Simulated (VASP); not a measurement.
**ZnO (zincite): the relaxed cell at several levels**

Aim: relax ZnO (zincite) at several levels and hold each cell against experiment. The levels: LDA, PBE, r2SCAN, PBE + D3(BJ), r2SCAN + rVV10, PBE + D4, PBE + TS and rev-vdW-DF2. The start is a cell from a database of measured crystal structures.

Program: VASP 6.6.1. Level of theory: LDA; plane waves and PAW (Zn, O), in the first sound run; inputs show where later runs differ. Results are calculated unless marked as measured.

The experiments to compare with:

For ZnO, wurtzite (polycrystalline, from oxalate precursor, 298 K), “Local structures of polar wurtzites Zn1-xMgxO studied by Raman and 67Zn/25Mg NMR spectroscopies and by total neutron scattering” (2008, arxiv:0808.0492) gives, by time-of-flight neutron powder diffraction: lattice constant a (a, Rietveld) 3.24945 ± 1e-05 Å; lattice constant c (c, Rietveld) 5.20574 ± 3e-05 Å.

This is a report of a sequence of runs, with most program output left out.

## (1) Starting point

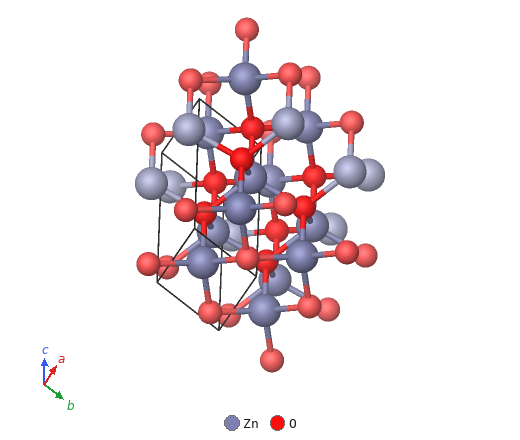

The starting structure, seen from a free direction (zinc blue, oxygen red). 2×2×1 cells are drawn. Some periodic images of atoms are drawn too.

## (2) Relaxation with LDA

Properties are meant for the cell that this level of theory prefers, so cell and atoms are relaxed first (ISIF = 3) until forces and stress are small; EDIFFG sets the threshold. LDA, the lowest rung, knows the local density alone.

File INCAR:

```
SYSTEM = ZnO
PREC = Accurate
ENCUT = 560
EDIFF = 1E-06
NELM = 100
ISMEAR = -1
SIGMA = 0.05
LREAL = .FALSE.
ALGO = Normal
GGA = CA
NBANDS = 24
LORBIT = 11
LWAVE = .FALSE.
LCHARG = .FALSE.
KPAR = 4
IBRION = 2
NSW = 60
ISIF = 3
EDIFFG = -0.01
```

File POSCAR:

```
ZnO
1.0
    3.2493080000      0.0000000000      0.0000000000
   -1.6246540000      2.8139832727      0.0000000000
    0.0000000000      0.0000000000      5.2057090000
Zn O
2 2
Direct
    0.3333333333      0.6666666667      0.5000000000
    0.6666666667      0.3333333333      0.0000000000
    0.6666666667      0.3333333333      0.3790100000
    0.3333333333      0.6666666667      0.8790100000
```

File KPOINTS:

```
Automatic mesh
0
Gamma
8 8 5
0 0 0
```

PAW data sets: Zn and O (PBE family, release 64).

Run with:

```
> mpirun -np 4 vasp_std
```

It took 26 s on 4 MPI ranks of Intel Xeon Platinum 8488C (Sapphire Rapids), shared host; peak memory 0.7 GiB.

The gap is read on the k-mesh alone, so it is an upper bound where the band edges lie off the mesh. The PAW data sets were made with PBE, though LDA sets exist; this is a small mismatch. The run keeps the 12 symmetry operations of its start, so it cannot find a distortion of lower symmetry.

Relaxation path:

| step | energy less that of the first step (eV) | largest force (eV/Å) | pressure (GPa) | volume (Å³) |
| --- | --- | --- | --- | --- |
| 1 | 0.0000 | 0.0558 | -5.95 | 47.60 |
| 2 | -0.0232 | 0.0415 | 4.16 | 44.62 |
| 3 | -0.0371 | 0.0025 | 0.04 | 45.71 |
| 4 | -0.0372 | 0.0191 | -0.16 | 45.73 |
| 5 | -0.0372 | 0.0202 | -0.03 | 45.73 |
| 6 | -0.0373 | 0.0155 | 0.02 | 45.72 |
| 7 | -0.0374 | 0.0002 | 0.06 | 45.70 |

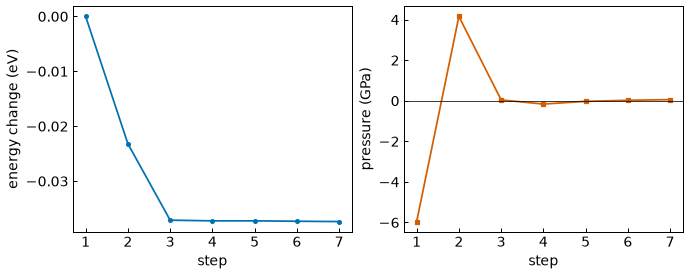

Energy and pressure along the relaxation.

| conventional cell, symmetrised | before | after | change |
| --- | --- | --- | --- |
| a (Å) | 3.249 | 3.196 | -1.7 % |
| b (Å) | 3.249 | 3.196 | -1.7 % |
| c (Å) | 5.206 | 5.167 | -0.7 % |
| volume (Å³/atom) | 11.90 | 11.42 | -4.0 % |

The relaxed structure:

```cif
data_structure
_symmetry_space_group_name_H-M 'P 1'
_symmetry_Int_Tables_number 1
_cell_length_a 3.1956
_cell_length_b 3.1956
_cell_length_c 5.1669
_cell_angle_alpha 90.000
_cell_angle_beta 90.000
_cell_angle_gamma 120.000
_cell_volume 45.70
loop_
_atom_site_label
_atom_site_type_symbol
_atom_site_fract_x
_atom_site_fract_y
_atom_site_fract_z
_atom_site_occupancy
Zn1 Zn 0.33333 0.66667 0.50032 1
Zn2 Zn 0.66667 0.33333 0.00032 1
O3 O 0.66667 0.33333 0.37869 1
O4 O 0.33333 0.66667 0.87869 1
```

Numbers from this step:

| Property | Result |
| --- | --- |
| electrons | 36 |
| bands | 24 |
| irreducible k-points | 30 |
| symmetry operations | 12 |
| free energy (TOTEN) | -21.23 eV |
| Fermi energy | 1.588 eV |
| pressure | 0.05912 GPa |
| metallic | no |
| valence top at k | 0, 0, 0 |
| conduction bottom at k | 0, 0, 0 |
| least direct gap at k | 0, 0, 0 |
| SCF cycles over all ionic steps | 50 |
| gap on the k-mesh | 0.7875 eV |
| least direct gap on the k-mesh | 0.7875 eV |

It ends with forces under 0.001 eV/Å and a pressure of 0.06 GPa. The volume lies -4.0 % from that of the database's start, which holds the thermal and zero-point expansion of its experiment. LDA is known to overbind. The conventional cell has a = 3.196 and c = 5.167 Å.

## (3) Relaxation with PBE

This step: PBE; plane waves and PAW (Zn, O) (VASP 6.6.1).

PBE, the usual starting point, adds the gradient of the density.

Edit INCAR of step 2 so:

```diff
@@ -9,3 +9,3 @@
 ALGO = Normal
-GGA = CA
+GGA = PE
 NBANDS = 24
```

POSCAR is that of step 2.

KPOINTS is that of step 2.

Run with:

```
> mpirun -np 4 vasp_std
```

It took 31 s on 4 MPI ranks; peak memory 0.78 GiB; 2 min of CPU time.

The steps of the relaxation:

| step | energy less that of the first step (eV) | largest force (eV/Å) | pressure (GPa) | volume (Å³) |
| --- | --- | --- | --- | --- |
| 1 | 0.0000 | 0.0749 | 5.92 | 47.60 |
| 2 | -0.0297 | 0.0291 | -2.54 | 50.69 |
| 3 | -0.0380 | 0.0035 | -0.03 | 49.67 |
| 4 | -0.0380 | 0.0022 | 0.05 | 49.63 |
| 5 | -0.0381 | 0.0104 | 0.18 | 49.62 |
| 6 | -0.0381 | 0.0135 | 0.09 | 49.61 |
| 7 | -0.0381 | 0.0083 | 0.04 | 49.66 |

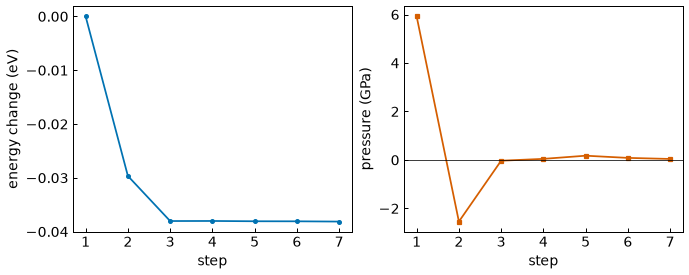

Energy and pressure along the relaxation.

| conventional cell, symmetrised | before | after | change |
| --- | --- | --- | --- |
| a (Å) | 3.249 | 3.289 | +1.2 % |
| b (Å) | 3.249 | 3.289 | +1.2 % |
| c (Å) | 5.206 | 5.302 | +1.9 % |
| volume (Å³/atom) | 11.90 | 12.41 | +4.3 % |

Final coordinates:

```xyz
4
Lattice="3.2885 0.0000 0.0000 -1.6443 2.8479 0.0000 0.0000 0.0000 5.3024" Properties=species:S:1:pos:R:3 pbc="T T T"
Zn    0.0000    1.8986    2.6497
Zn    1.6443    0.9493   -0.0015
O     1.6443    0.9493    2.0112
O     0.0000    1.8986    4.6624
```

Numbers from this step:

| Property | Result |
| --- | --- |
| free energy (TOTEN) | -17.86 eV |
| Fermi energy | 1.230 eV |
| pressure | 0.04166 GPa |
| gap on the k-mesh | 0.7167 eV |
| least direct gap on the k-mesh | 0.7167 eV |

It ends at 12.41 Å³/atom, +4.3 % from the start, with 0.04 GPa left. The conventional cell has a = 3.289 and c = 5.302 Å.

## (4) Relaxation with r2SCAN

This step: r2SCAN; plane waves and PAW (Zn, O) (VASP 6.6.1).

r2SCAN adds the kinetic-energy density, costs more than a GGA and is run with LASPH.

Edit INCAR of step 3 so:

```diff
@@ -9,3 +9,4 @@
 ALGO = Normal
-GGA = PE
+METAGGA = R2SCAN
+LASPH = .TRUE.
 NBANDS = 24
```

POSCAR is that of step 3.

KPOINTS is that of step 3.

Run with:

```
> mpirun -np 4 vasp_std
```

Wall time 62 s (4 MPI ranks); peak memory 0.78 GiB.

The PAW data sets were made with PBE, which is usual practice but a small mismatch for other functionals.

Step by step:

| step | energy less that of the first step (eV) | largest force (eV/Å) | pressure (GPa) | volume (Å³) |
| --- | --- | --- | --- | --- |
| 1 | 0.0000 | 0.0835 | -0.21 | 47.60 |
| 2 | -0.0013 | 0.0380 | 0.09 | 47.49 |
| 3 | -0.0014 | 0.0081 | -0.01 | 47.52 |

| conventional cell, symmetrised | before | after | change |
| --- | --- | --- | --- |
| a (Å) | 3.249 | 3.242 | -0.2 % |
| b (Å) | 3.249 | 3.242 | -0.2 % |
| c (Å) | 5.206 | 5.219 | +0.3 % |
| volume (Å³/atom) | 11.90 | 11.88 | -0.2 % |

The relaxed structure:

```xyz
4
Lattice="3.2424 0.0000 0.0000 -1.6212 2.8080 0.0000 0.0000 0.0000 5.2190" Properties=species:S:1:pos:R:3 pbc="T T T"
Zn    0.0000    1.8720    2.6064
Zn    1.6212    0.9360   -0.0031
O     1.6212    0.9360    1.9811
O     0.0000    1.8720    4.5907
```

It ends at 11.88 Å³/atom, -0.2 % from the start, with -0.01 GPa left. The conventional cell has a = 3.242 and c = 5.219 Å.

## (5) Relaxation with PBE + D3(BJ)

This step: PBE with D3(BJ); plane waves and PAW (Zn, O) (VASP 6.6.1).

A dispersion term adds the long-range attraction that semilocal functionals lack. D3 with Becke-Johnson damping keeps a finite attraction at short range.

Edit INCAR of step 4 so:

```diff
@@ -9,4 +9,4 @@
 ALGO = Normal
-METAGGA = R2SCAN
-LASPH = .TRUE.
+GGA = PE
+IVDW = 12
 NBANDS = 24
```

POSCAR is that of step 4.

KPOINTS is that of step 4.

Run with:

```
> mpirun -np 4 vasp_std
```

Run time: 34 s. Hardware: 4 MPI ranks; peak memory 0.81 GiB.

Step by step:

| step | energy less that of the first step (eV) | largest force (eV/Å) | pressure (GPa) | volume (Å³) |
| --- | --- | --- | --- | --- |
| 1 | 0.0000 | 0.0732 | 2.84 | 47.60 |
| 2 | -0.0077 | 0.0364 | -1.27 | 49.06 |
| 3 | -0.0099 | 0.0065 | -0.12 | 48.59 |
| 4 | -0.0098 | 0.0045 | -0.03 | 48.57 |
| 5 | -0.0099 | 0.0119 | 0.08 | 48.55 |
| 6 | -0.0099 | 0.0166 | 0.10 | 48.55 |
| 7 | -0.0099 | 0.0143 | 0.06 | 48.57 |
| 8 | -0.0100 | 0.0103 | -0.04 | 48.61 |
| 9 | -0.0100 | 0.0013 | -0.05 | 48.60 |

| conventional cell, symmetrised | before | after | change |
| --- | --- | --- | --- |
| a (Å) | 3.249 | 3.263 | +0.4 % |
| b (Å) | 3.249 | 3.263 | +0.4 % |
| c (Å) | 5.206 | 5.269 | +1.2 % |
| volume (Å³/atom) | 11.90 | 12.15 | +2.1 % |

Final coordinates:

```cif
data_structure
_symmetry_space_group_name_H-M 'P 1'
_symmetry_Int_Tables_number 1
_cell_length_a 3.2634
_cell_length_b 3.2634
_cell_length_c 5.2691
_cell_angle_alpha 90.000
_cell_angle_beta 90.000
_cell_angle_gamma 120.000
_cell_volume 48.60
loop_
_atom_site_label
_atom_site_type_symbol
_atom_site_fract_x
_atom_site_fract_y
_atom_site_fract_z
_atom_site_occupancy
Zn1 Zn 0.33333 0.66667 0.50004 1
Zn2 Zn 0.66667 0.33333 0.00004 1
O3 O 0.66667 0.33333 0.37897 1
O4 O 0.33333 0.66667 0.87897 1
```

It ends at 12.15 Å³/atom, +2.1 % from the start, with -0.05 GPa left. The conventional cell has a = 3.263 and c = 5.269 Å. Against plain PBE, the dispersion term moves a by -0.8 % and c by -0.6 %.

## (6) Relaxation with r2SCAN + rVV10

This step: r2SCAN with rVV10; plane waves and PAW (Zn, O) (VASP 6.6.1).

LUSE_VDW switches on a nonlocal correlation term for dispersion.

Edit INCAR of step 5 so:

```diff
@@ -9,4 +9,8 @@
 ALGO = Normal
-GGA = PE
-IVDW = 12
+METAGGA = R2SCAN
+LUSE_VDW = .TRUE.
+IVDW_NL = 2
+BPARAM = 11.95
+CPARAM = 0.0093
+LASPH = .TRUE.
 NBANDS = 24
```

POSCAR is that of step 5.

KPOINTS is that of step 5.

Run with:

```
> mpirun -np 4 vasp_std
```

Wall time 4.8 min (4 MPI ranks); peak memory 1.3 GiB.

It ends at 11.78 Å³/atom, -1.0 % from the start, with 0.09 GPa left. The conventional cell has a = 3.232 and c = 5.205 Å. Against plain r2SCAN, the dispersion term moves a by -0.3 % and c by -0.3 %.

## (7) Relaxation with PBE + D4

This step: PBE with D4; plane waves and PAW (Zn, O) (VASP 6.6.1).

D4 lets the coefficients depend on atomic charges too.

Edit INCAR of step 6 so:

```diff
@@ -9,8 +9,4 @@
 ALGO = Normal
-METAGGA = R2SCAN
-LUSE_VDW = .TRUE.
-IVDW_NL = 2
-BPARAM = 11.95
-CPARAM = 0.0093
-LASPH = .TRUE.
+GGA = PE
+IVDW = 13
 NBANDS = 24
```

POSCAR is that of step 6.

KPOINTS is that of step 6.

Run with:

```
> mpirun -np 4 vasp_std
```

Wall time 36 s (4 MPI ranks); peak memory 0.8 GiB.

It ends at 12.12 Å³/atom, +1.9 % from the start, with -0.04 GPa left. The conventional cell has a = 3.260 and c = 5.267 Å. Against plain PBE, the dispersion term moves a by -0.9 % and c by -0.7 %.

## (8) Relaxation with PBE + TS

This step: PBE with TS; plane waves and PAW (Zn, O) (VASP 6.6.1).

The Tkatchenko-Scheffler scheme scales free-atom polarisabilities by Hirshfeld volumes.

Edit INCAR of step 7 so:

```diff
@@ -10,3 +10,3 @@
 GGA = PE
-IVDW = 13
+IVDW = 20
 NBANDS = 24
```

POSCAR is that of step 7.

KPOINTS is that of step 7.

Run with:

```
> mpirun -np 4 vasp_std
```

Run time: 50 s. Hardware: 4 MPI ranks; peak memory 0.81 GiB.

It ends at 12.18 Å³/atom, +2.4 % from the start, with 0.05 GPa left. The conventional cell has a = 3.260 and c = 5.293 Å. Against plain PBE, the dispersion term moves a by -0.9 % and c by -0.2 %.

## (9) Relaxation with rev-vdW-DF2

This step: rev-vdW-DF2; plane waves and PAW (Zn, O) (VASP 6.6.1).

rev-vdW-DF2 revises the exchange of vdW-DF2 for solids.

Edit INCAR of step 8 so:

```diff
@@ -9,4 +9,9 @@
 ALGO = Normal
-GGA = PE
-IVDW = 20
+GGA = MK
+AGGAC = 0
+LUSE_VDW = .TRUE.
+PARAM1 = 0.1234
+PARAM2 = 0.711357
+ZAB_VDW = -1.8867
+LASPH = .TRUE.
 NBANDS = 24
```

POSCAR is that of step 8.

KPOINTS is that of step 8.

Run with:

```
> mpirun -np 4 vasp_std
```

The job ended after 4 min (4 MPI ranks; peak memory 1.6 GiB; 16 min of CPU time).

It ends at 12.14 Å³/atom, +2.0 % from the start, with -0.07 GPa left. The conventional cell has a = 3.261 and c = 5.272 Å.

## (10) The cells as a table

This step: relaxed cells at several levels; plane waves and PAW (VASP 6.6.1).

No new run; the numbers come from the runs before.

Lengths are those of the conventional cell; cost is the wall time of each run, as given at its step, times its ranks, without the set-up around it. Results by level, by row:

| level | volume (Å³/atom) | change from the start (%) | a (Å) | c (Å) | cost (core minutes) |
| --- | --- | --- | --- | --- | --- |
| LDA | 11.42 | -4 | 3.196 | 5.167 | 1.73 |
| PBE | 12.41 | 4.3 | 3.289 | 5.302 | 2.07 |
| r2SCAN | 11.88 | -0.2 | 3.242 | 5.219 | 4.13 |
| PBE + D3(BJ) | 12.15 | 2.1 | 3.263 | 5.269 | 2.27 |
| r2SCAN + rVV10 | 11.78 | -1 | 3.232 | 5.205 | 19.3 |
| PBE + D4 | 12.12 | 1.9 | 3.26 | 5.267 | 2.4 |
| PBE + TS | 12.18 | 2.4 | 3.26 | 5.293 | 3.33 |
| rev-vdW-DF2 | 12.14 | 2 | 3.261 | 5.272 | 15.8 |

## (11) Outcome

```
volume, LDA            : 11.42 Å³/atom
volume, PBE            : 12.41 Å³/atom
volume, r2SCAN         : 11.88 Å³/atom
volume, PBE + D3(BJ)   : 12.15 Å³/atom
volume, r2SCAN + rVV10 : 11.78 Å³/atom
volume, PBE + D4       : 12.12 Å³/atom
volume, PBE + TS       : 12.18 Å³/atom
volume, rev-vdW-DF2    : 12.14 Å³/atom
```

In words: For ZnO (zincite) the levels give volumes between 11.42 Å³/atom (LDA) and 12.41 Å³/atom (PBE), a spread of 8.7 %, while the cost of the finished runs spans a factor of 11. Within 1 % of experiment on every length: r2SCAN and r2SCAN + rVV10. The nearest is r2SCAN. Thermal and zero-point expansion, often some tenths of a per cent in length, bear on this order: with the measured lengths lowered by an assumed 0.4 % the nearest becomes r2SCAN + rVV10. The costs hold the number of ionic steps as well as the price of the functional. The closing table has room for seven levels; rev-vdW-DF2 stands in the table of levels alone. Adding D3(BJ) to PBE changes the volume by -2.1 % (a by -0.8 % and c by -0.6 %). Adding rVV10 to r2SCAN changes the volume by -0.9 % (a by -0.3 % and c by -0.3 %). Adding D4 to PBE changes the volume by -2.4 % (a by -0.9 % and c by -0.7 %). Within 0.02 Å all end in space group P6_3mc; the runs can't lower the symmetry of the start. Each is a single relaxation on the plane waves of the start cell, so larger changes of volume carry a basis-set error that was not tested here.

Computed beside measured:

| quantity | measured | LDA | PBE | r2SCAN | PBE + D3(BJ) | r2SCAN + rVV10 | PBE + D4 | PBE + TS |
| --- | --- | --- | --- | --- | --- | --- | --- | --- |
| lattice constant a (Å) | 3.24945 | 3.196 (-1.7 %) | 3.289 (+1.2 %) | 3.242 (-0.2 %) | 3.263 (+0.4 %) | 3.232 (-0.5 %) | 3.260 (+0.3 %) | 3.260 (+0.3 %) |
| lattice constant c (Å) | 5.20574 | 5.167 (-0.7 %) | 5.302 (+1.9 %) | 5.219 (+0.3 %) | 5.269 (+1.2 %) | 5.205 (-0.0 %) | 5.267 (+1.2 %) | 5.293 (+1.7 %) |

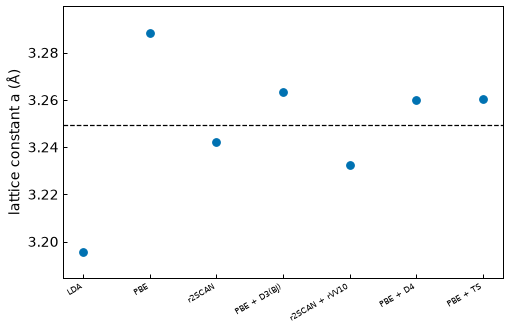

The lattice constant a by level; the dashed line is the measured value.

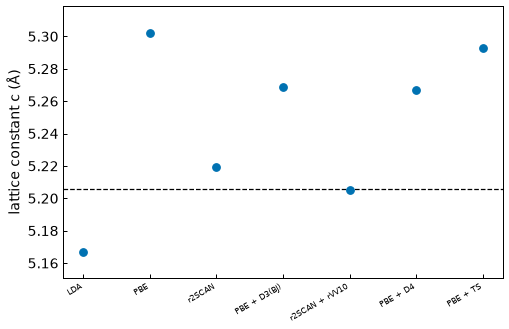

The lattice constant c by level; the dashed line is the measured value.

Measured values from arxiv:0808.0492 (2008).

Verdict: For the lattice constant a, of the levels listed nearest comes r2SCAN (-0.2 %, good agreement) and farthest LDA (-1.7 %, a clear miss). For the lattice constant c, of the levels listed nearest comes r2SCAN + rVV10 (-0.0 %, good agreement) and farthest PBE (+1.9 %, fair agreement). The grades are ours: good and fair within 0.7 and 1.5 % for the lattice constant a and 0.8 and 2 % for the lattice constant c. Zero-point motion and thermal expansion (measured at up to 298 K) are not in the computed lattice constants.

[Lines on the potential files, build, host, timing and source positions are cut from VASP's logs without a mark.]

[Logs are printed without paths, hosts, clocks, repeated set-up lines and the standing remarks that a program may print on its own settings, such as how far it seeks lower states.]

[Hosts, paths, dates, database ids (printed as entryN), source tags and the programs' standing remarks are cut or masked in the printed files.]

[Measured values are set beside computed ones only where the two were judged alike; some that the calculation misses by far are left out.]
